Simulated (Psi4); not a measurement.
**H3PO (SMILES O=[PH3]): UCCSD(T)/heavy-aug-cc-pVDZ (density fitting)**

Aim: the vertical ionisation energy of H3PO at UCCSD(T)/heavy-aug-cc-pVDZ (density fitting), from 2 runs. 

Program for the calculation: Psi4 1.11.

2 further runs of the same task are left out: 2 set aside as unsound or not needed.

**1. The system as given**

The species is H3PO (5 atoms), meant as a singlet with charge 0. SMILES: `O=[PH3]`. The coordinates come from a GFN2-xTB relaxation.

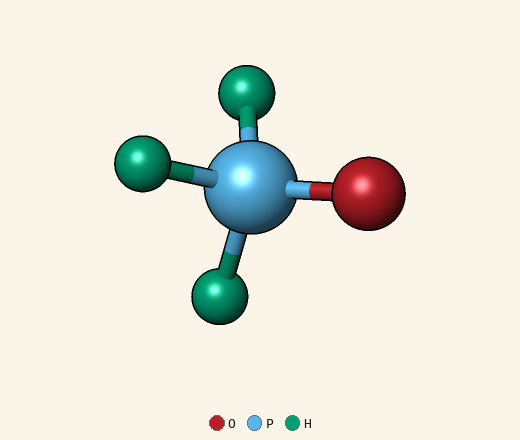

Viewed from a chosen angle; oxygen red, phosphorus blue, hydrogen teal.

**2. The energy at UCCSD(T)/heavy-aug-cc-pVDZ (density fitting)**

Input file h3op.xyz:

```xyz
5
H3OP
O     -1.381960    -0.328270     0.532950
P     -0.058510    -0.014650     0.022530
H      0.807060     0.564860     0.939400
H      0.663660    -1.098320    -0.454890
H     -0.030250     0.876380    -1.039990
```

Input file h3op.py:

```python
import psi4

psi4.set_memory('1600 MB')
psi4.set_num_threads(1)
psi4.core.set_output_file('psi4.out', False)

with open('h3op.xyz') as f:
    atoms = ''.join(f.readlines()[2:])
molecule = psi4.geometry('0 1\n' + atoms + 'no_reorient\nno_com')

psi4.set_options({
    'reference': 'uhf',
    'freeze_core': True,
})

e, wfn = psi4.energy('ccsd(t)/heavy-aug-cc-pVDZ', return_wfn=True)
print(f'ccsd(t)/heavy-aug-cc-pVDZ energy: {e:.10f} Eh')
```

Started as:

```
$ python h3op.py
```

psi4.out:

```text
[...]
  Running in c1 symmetry.
[...]
  Nuclear repulsion =   66.903001425581039
[...]
  Multiplicity = 1
[...]
  Nalpha       = 13
  Nbeta        = 13
[...]
    Number of basis functions: 65
[...]
   @UHF iter   1:  -417.17915779025356   -1.29459e-01   8.69331e-03 ADIIS/DIIS
[...]
   @UHF iter  10:  -417.33516004770115   -6.70752e-12   5.19977e-09 DIIS
[...]
   @S^2 Observed:               -4.263256415E-14
[...]
    Orbital Energies [Eh]
    ---------------------
    Alpha Occupied:
       1A    -80.048063     2A    -20.511735     3A     -7.583158
       4A     -5.480161     5A     -5.478993     6A     -5.478989
       7A     -1.318414     8A     -0.870128     9A     -0.620191
      10A     -0.619799    11A     -0.565156    12A     -0.444177
      13A     -0.444051
    Alpha Virtual:
      14A      0.055495    15A      0.077035    16A      0.079110
      17A      0.079120    18A      0.188104    19A      0.188747
      20A      0.189122    21A      0.240512    22A      0.262893
      23A      0.262923    24A      0.286864    25A      0.334982
[...]
  @UHF Final Energy:  -417.33516004770115
   => Energetics <=
    Nuclear Repulsion Energy =             66.9030014255810386
    One-Electron Energy =                -709.5502924698494098
    Two-Electron Energy =                 225.3121309965672197
    Total Energy =                       -417.3351600477011516
  UHF NO Occupations:
  HONO-2 :   11  A 2.0000000
  HONO-1 :   12  A 2.0000000
[...]
 Multipole Moments:
 ------------------------------------------------------------------------------------
     Multipole            Electronic (a.u.)      Nuclear  (a.u.)        Total (a.u.)
 ------------------------------------------------------------------------------------
 L = 1.  Multiply by 2.5417464519 to convert [e a0] to [Debye]
 Dipole X            :         21.3400883          -19.8286317            1.5114566
 Dipole Y            :          5.0870263           -4.7299656            0.3570608
 Dipole Z            :         -8.2290346            7.6459642           -0.5830704
 Magnitude           :                                                    1.6589046
[...]
      * MP2 total energy                      = -417.670393200024478
[...]
      * CCSD total energy                     = -417.691747425618018
[...]
      * CCSD(T) total energy                     = -417.702431844945636
```

The script printed:

```text
ccsd(t)/heavy-aug-cc-pVDZ energy: -417.7024318449 Eh
```

Wall time 20 s (1 thread of Intel Xeon at 2.60GHz (Ice Lake), shared host); peak memory 0.33 GiB.

**3. The doublet cation**

Input file input.in:

```
memory 1600 mb

molecule {
  1 2
  O     -1.381960    -0.328270     0.532950
  P     -0.058510    -0.014650     0.022530
  H      0.807060     0.564860     0.939400
  H      0.663660    -1.098320    -0.454890
  H     -0.030250     0.876380    -1.039990
  no_reorient
  no_com
}

set {
  reference uhf
  freeze_core true
}

e, wfn = energy("ccsd(t)/heavy-aug-cc-pVDZ", return_wfn=True)
print_variables()
```

Started as:

```
$ psi4 input.in input.out -n 1
```

input.out:

```text
[...]
  Running in c1 symmetry.
[...]
  Nuclear repulsion =   66.903001425581039
[...]
  Multiplicity = 2
[...]
  Nalpha       = 13
  Nbeta        = 12
[...]
    Number of basis functions: 65
[...]
   @UHF iter   1:  -416.78107734748198    2.68622e-01   7.20308e-03 DIIS/ADIIS
[...]
   @UHF iter  47:  -416.98949564847692   -2.84217e-13   5.08712e-09 DIIS
[...]
   @S^2 Observed:                7.605649185E-01
[...]
    Orbital Energies [Eh]
    ---------------------
    Alpha Occupied:
       1A    -80.326316     2A    -20.952022     3A     -7.868916
       4A     -5.766971     5A     -5.763080     6A     -5.762902
       7A     -1.773513     8A     -1.165377     9A     -1.020366
      10A     -0.957530    11A     -0.949070    12A     -0.827703
      13A     -0.794047
    Alpha Virtual:
      14A     -0.128344    15A     -0.108593    16A     -0.076691
      17A     -0.074028    18A     -0.055127    19A     -0.049327
      20A     -0.015050    21A      0.033647    22A      0.039493
      23A      0.051053    24A      0.088120    25A      0.103708
[...]
  @UHF Final Energy:  -416.98949564847692
   => Energetics <=
    Nuclear Repulsion Energy =             66.9030014255810386
    One-Electron Energy =                -701.2049184743223122
    Two-Electron Energy =                 217.3124214002643839
    Total Energy =                       -416.9894956484769182
  UHF NO Occupations:
  HONO-2 :   11  A 1.9984024
  HONO-1 :   12  A 1.9974197
[...]
 Multipole Moments:
 ------------------------------------------------------------------------------------
     Multipole            Electronic (a.u.)      Nuclear  (a.u.)        Total (a.u.)
 ------------------------------------------------------------------------------------
 L = 1.  Multiply by 2.5417464519 to convert [e a0] to [Debye]
 Dipole X            :         20.0905042          -19.8286317            0.2618725
 Dipole Y            :          4.8562189           -4.7299656            0.1262533
 Dipole Z            :         -7.7350842            7.6459642           -0.0891200
 Magnitude           :                                                    0.3040715
[...]
      * MP2 total energy                      = -417.256163843078809
[...]
      * CCSD total energy                     = -417.294032549519386
[...]
      * CCSD(T) total energy                     = -417.301838003646481
[...]
```

It took 21 s on 1 thread of Intel Xeon at 2.60GHz (Ice Lake), shared host; peak memory 0.34 GiB.

**4. Outcome**

At UCCSD(T)/heavy-aug-cc-pVDZ (density fitting), 6 core orbitals frozen:

| quantity | value |
| --- | --- |
| singlet H3PO: total energy | -417.70243 Eh |
| singlet H3PO: HOMO energy (Hartree–Fock orbitals) | -12.08 eV |
| singlet H3PO: LUMO energy (Hartree–Fock orbitals) | 1.51 eV |
| singlet H3PO: HOMO–LUMO gap (Hartree–Fock orbitals) | 13.59 eV |
| singlet H3PO: correlation energy (6 core orbitals frozen) | -367.3 mEh |
| singlet H3PO: (T) correction | -10.68 mEh |
| singlet H3PO: T1 diagnostic | 0.022 |
| doublet cation: total energy | -417.30184 Eh |
| doublet cation: HOMO energy (Hartree–Fock orbitals) (highest over α and β) | -20.98 eV |
| doublet cation: LUMO energy (Hartree–Fock orbitals) (lowest over α and β) | -7.34 eV |
| doublet cation: correlation energy (6 core orbitals frozen) | -312.3 mEh |
| doublet cation: (T) correction | -7.81 mEh |
| doublet cation: ⟨S²⟩ of the reference determinant | 0.761 |
| doublet cation: T1 diagnostic | 0.038 |
| vertical ionisation energy (to the doublet cation) | 10.901 eV |

In words: The vertical ionisation energy comes to 10.90 eV (1052 kJ/mol). The T1 diagnostic (singlet H3PO) of 0.022 is above the customary mark for such species, so a single reference may not serve. The triples (singlet H3PO) make up 2.9 % of the correlation energy. The triples (doublet cation) make up 2.5 % of the correlation energy.
